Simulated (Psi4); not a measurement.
**PN (SMILES N#P): SCAN/cc-pV(T+d)Z (sweep point 4)**

Aim: the vertical ionisation energy of PN at SCAN/cc-pV(T+d)Z (sweep point 4), from 2 runs. 

The calculation is run with Psi4 1.11.

**1. The system as given**

PN: 2 atoms, total charge 0, spin state singlet. SMILES: `N#P`. Geometry: the measured bond length.

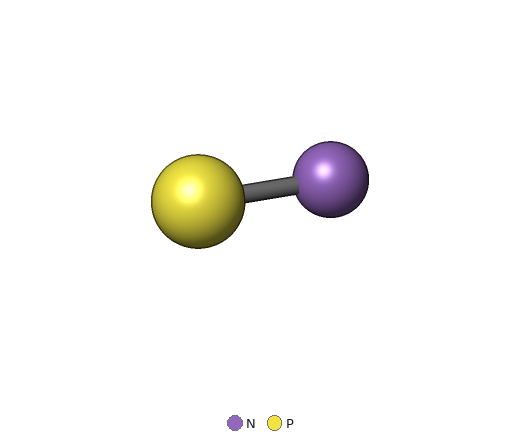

The structure, seen from a chosen angle (nitrogen purple, phosphorus yellow).

**2. A single-point energy at SCAN/cc-pV(T+d)Z (sweep point 4)**

File np.dat:

```
memory 1.6 GB

molecule system {
  0 1
  N      0.000000     0.000000     0.000000
  P      0.000000     0.000000     1.490866
  symmetry c1
}

set basis cc-pV(T+d)Z
set puream true
set scf_type pk
set dft_radial_points 99
set dft_spherical_points 590

e, wfn = energy('scan', return_wfn=True)
```

The run is started by

```
$ psi4 -i np.dat -o np.out -n 1
```

np.out (excerpt; [...] marks lines left out):

```text
[...]
  Running in c1 symmetry.
[...]
  Nuclear repulsion =   37.269350243650337
[...]
  Multiplicity = 1
[...]
  Nalpha       = 11
  Nbeta        = 11
[...]
    Number of basis functions: 69
[...]
   @RKS iter   1:  -395.64510165528827    1.56614e-02   1.41923e-02 ADIIS/DIIS
[...]
   @RKS iter   9:  -396.09794108733024   -1.60783e-08   1.13868e-07 DIIS
[...]
    Orbital Energies [Eh]
    ---------------------
    Doubly Occupied:
       1A    -76.846661     2A    -14.191381     3A     -6.519808
       4A     -4.666727     5A     -4.666727     6A     -4.659551
       7A     -0.820073     8A     -0.467109     9A     -0.314385
      10A     -0.314385    11A     -0.294876
[...]
  @RKS Final Energy:  -396.09794108733024
   => Energetics <=
    Nuclear Repulsion Energy =             37.2693502436503366
    One-Electron Energy =                -620.0702761648656178
    Two-Electron Energy =                 216.7488645526755704
    DFT Exchange-Correlation Energy =     -30.0458797187905482
    Empirical Dispersion Energy =           0.0000000000000000
    VV10 Nonlocal Energy =                  0.0000000000000000
    Total Energy =                       -396.0979410873302413
[...]
 Multipole Moments:
 ------------------------------------------------------------------------------------
     Multipole            Electronic (a.u.)      Nuclear  (a.u.)        Total (a.u.)
 ------------------------------------------------------------------------------------
 L = 1.  Multiply by 2.5417464519 to convert [e a0] to [Debye]
 Dipole X            :         -0.0000000            0.0000000           -0.0000000
 Dipole Y            :         -0.0000000            0.0000000           -0.0000000
 Dipole Z            :          1.4740570           -0.4240837            1.0499733
 Magnitude           :                                                    1.0499733
[...]
```

It took 13 s on 1 thread of AMD EPYC 7R43 (Zen 3), shared host; peak memory 0.96 GiB.

**3. The doublet cation**

File input.inp:

```
memory 1.6 GB

molecule system {
  1 2
  N      0.000000     0.000000     0.000000
  P      0.000000     0.000000     1.490866
  symmetry c1
}

set {
  basis cc-pV(T+d)Z
  reference uks
  puream true
  scf_type pk
  dft_radial_points 99
  dft_spherical_points 590
  maxiter 150
}

E = energy("scan")
print_variables()
```

The run is started by

```
$ psi4 input.inp input.out -n 1
```

input.out (excerpt; [...] marks lines left out):

```text
[...]
  Running in c1 symmetry.
[...]
  Nuclear repulsion =   37.269350243650337
[...]
  Multiplicity = 2
[...]
  Nalpha       = 11
  Nbeta        = 10
[...]
    Number of basis functions: 69
[...]
   @UKS iter   1:  -395.28283622691896    3.77927e-01   1.24317e-02 ADIIS/DIIS
[...]
   @UKS iter  12:  -395.66814194323865   -7.20996e-09   9.26708e-07 DIIS
[...]
   @S^2 Observed:                8.182404749E-01
[...]
    Orbital Energies [Eh]
    ---------------------
    Alpha Occupied:
       1A    -77.225435     2A    -14.583522     3A     -6.886348
       4A     -5.032054     5A     -5.031628     6A     -5.031628
       7A     -1.180332     8A     -0.816616     9A     -0.681372
      10A     -0.642297    11A     -0.642297
    Alpha Virtual:
      12A     -0.424742    13A     -0.424742    14A     -0.236320
      15A     -0.031777    16A     -0.031735    17A     -0.001814
      18A      0.044327    19A      0.044327    20A      0.073154
      21A      0.076096    22A      0.076096    23A      0.200762
      24A      0.286819    25A      0.286819    26A      0.456331
[...]
  @UKS Final Energy:  -395.66814194323865
   => Energetics <=
    Nuclear Repulsion Energy =             37.2693502436503366
    One-Electron Energy =                -612.2844056934106902
    Two-Electron Energy =                 209.0789406650684441
    DFT Exchange-Correlation Energy =     -29.7320271585467708
    Empirical Dispersion Energy =           0.0000000000000000
    VV10 Nonlocal Energy =                  0.0000000000000000
    Total Energy =                       -395.6681419432386519
[...]
 Multipole Moments:
 ------------------------------------------------------------------------------------
     Multipole            Electronic (a.u.)      Nuclear  (a.u.)        Total (a.u.)
 ------------------------------------------------------------------------------------
 L = 1.  Multiply by 2.5417464519 to convert [e a0] to [Debye]
 Dipole X            :         -0.0000001            0.0000000           -0.0000001
 Dipole Y            :         -0.0000000            0.0000000           -0.0000000
 Dipole Z            :          1.1601538           -0.4240837            0.7360701
 Magnitude           :                                                    0.7360701
[...]
```

Wall time 23 s (1 thread of AMD EPYC 7R43 (Zen 3), shared host); peak memory 0.96 GiB.

**4. What came out**

Level: SCAN/cc-pV(T+d)Z (sweep point 4).

| quantity | value |
| --- | --- |
| singlet PN: total energy | -396.09794 Eh |
| singlet PN: dipole moment | 2.67 D |
| singlet PN: HOMO energy | -8.02 eV |
| singlet PN: LUMO energy | -3.16 eV |
| singlet PN: HOMO–LUMO gap | 4.87 eV |
| doublet cation: total energy | -395.66814 Eh |
| doublet cation: HOMO energy (highest over α and β) | -16.96 eV |
| doublet cation: LUMO energy (lowest over α and β) | -14.99 eV |
| doublet cation: ⟨S²⟩ | 0.818 |
| vertical ionisation energy (to the doublet cation) | 11.695 eV |

Removing an electron at fixed nuclei costs 11.70 eV (270 kcal/mol). The negative HOMO energy of the first species, 8.02 eV, lies 3.67 eV below that difference.
